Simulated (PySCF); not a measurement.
C₂H₂F₂O₂, SMILES `O=C=O.FCF`.

Method: BP86/def2-SVPD; geometry: GFN2-xTB; program: PySCF.

Input script:

```python
import numpy as np
from pyscf import gto, scf, dft
from pyscf.scf import atom_ks, atom_hf
from scipy.linalg import block_diag
from pyscf.dispersion import dftd3

def solve(mol, dm0=None, hcore=None):
    mf = (dft.UKS if mol.spin else dft.RKS)(mol, xc='bp86')
    mf.grids.level = 3
    mf = mf.density_fit(auxbasis='def2-universal-jkfit')
    mf.conv_tol, mf.max_cycle = 1e-8, 80
    if hcore is not None:
        mf.get_hcore = lambda *args: hcore
    mf.kernel(dm0)
    if not mf.converged:
        mf = mf.newton().run(mf.mo_coeff, mf.mo_occ, max_cycle=30)
    assert mf.converged, 'SCF not converged'
    return mf

mol = gto.M(atom='''
O     -2.92123     0.64484    -0.01128
C     -2.12933    -0.17759    -0.00541
O     -1.34261    -1.01015     0.00029
F      2.92279     0.04050    -0.03663
C      1.62835    -0.31588     0.02563
F      0.88722     0.80887     0.02153
H      1.37673    -0.90795    -0.86376
H      1.44981    -0.85310     0.96622
''', basis='def2-svpd', charge=0, spin=0, verbose=4)
mol_a = gto.M(atom='''
O     -2.92123     0.64484    -0.01128
C     -2.12933    -0.17759    -0.00541
O     -1.34261    -1.01015     0.00029
ghost-F      2.92279     0.04050    -0.03663
ghost-C      1.62835    -0.31588     0.02563
ghost-F      0.88722     0.80887     0.02153
ghost-H      1.37673    -0.90795    -0.86376
ghost-H      1.44981    -0.85310     0.96622
''', basis='def2-svpd', charge=0, spin=0, verbose=4)
mol_b = gto.M(atom='''
ghost-O     -2.92123     0.64484    -0.01128
ghost-C     -2.12933    -0.17759    -0.00541
ghost-O     -1.34261    -1.01015     0.00029
F      2.92279     0.04050    -0.03663
C      1.62835    -0.31588     0.02563
F      0.88722     0.80887     0.02153
H      1.37673    -0.90795    -0.86376
H      1.44981    -0.85310     0.96622
''', basis='def2-svpd', charge=0, spin=0, verbose=4)
ab, a, b = solve(mol), solve(mol_a), solve(mol_b)
e_int = ab.e_tot - a.e_tot - b.e_tot
print('counterpoise-corrected interaction energy / kcal/mol', e_int * 627.5095)
def disp(atoms, charge):
    m = gto.M(atom=atoms, charge=charge, basis='sto-3g', spin=None, unit='Bohr', verbose=0)
    return dftd3.DFTD3Dispersion(m, xc='bp86', version='d3bj').get_dispersion()['energy']
e_disp = disp(mol._atom, mol.charge) - disp(mol._atom[:3], mol_a.charge) - disp(mol._atom[3:], mol_b.charge)
print('D3(BJ) part / kcal/mol', e_disp * 627.5095)
# spherically averaged free atoms, for the promolecule
atm = atom_ks.get_atm_nrks(mol, xc='bp86')
pro = block_diag(*[(atm[a[0]][2] * atm[a[0]][3]) @ atm[a[0]][2].T for a in mol._atom])
np.savez('result.npz', e_int=e_int, e_disp=e_disp, dm_a=a.make_rdm1(), dm_b=b.make_rdm1(), c=ab.mo_coeff, occ=ab.mo_occ, eps=ab.mo_energy, pro=pro, d=[f.dip_moment(verbose=0) for f in (ab, a, b)])
```

Launched as:

```sh
OMP_NUM_THREADS=1 python input.py
```

The run took 63 s on 1 thread of Arm Neoverse N1, with other jobs on the host, peak memory 0.52 GiB.

Partitions, critical points and surface values were worked out afterwards from this run's density.

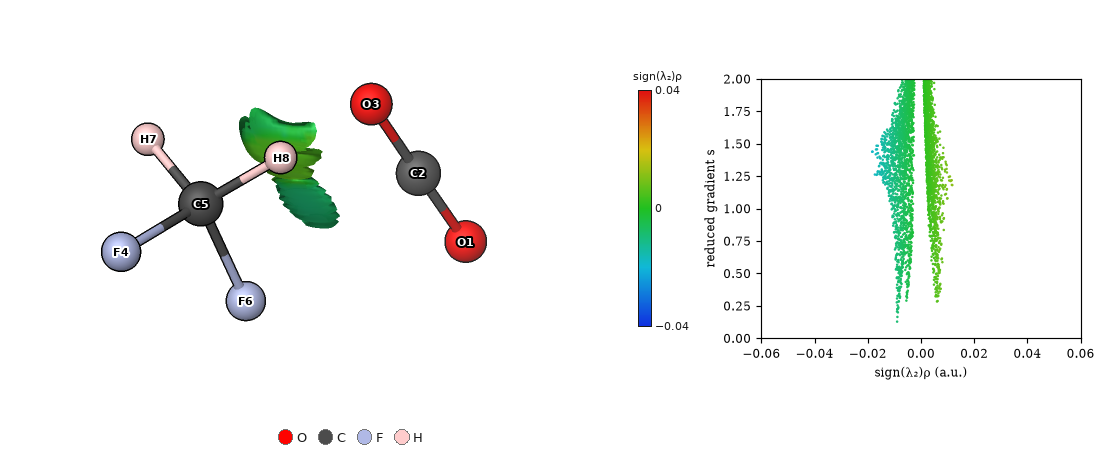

Non-covalent interaction surfaces between the fragments (reduced density gradient s = 0.5, coloured by sign(λ₂)ρ in a.u.; trimmed to the region between the fragments where ρ is under 0.06 a.u.). Fragment A: CO2 (atoms 1–3); fragment B: H2CF2. The plot gives s against sign(λ₂)ρ for grid points between the fragments.

Question: Interpret the surfaces between the fragments.

Answer: Bond critical points between the fragments: O3···F6, 2.88 Å, ρ = 0.009 a.u. It is weak and appears green (van der Waals range). The pose is a local one from a semi-empirical search, not shown to be the most stable.

Question: How strongly are they bound?

Answer: The counterpoise-corrected interaction energy of the frozen fragments is +0.6 kcal/mol without dispersion correction and −0.6 kcal/mol with D3(BJ). The pair geometry is semi-empirical, not a minimum at this level.
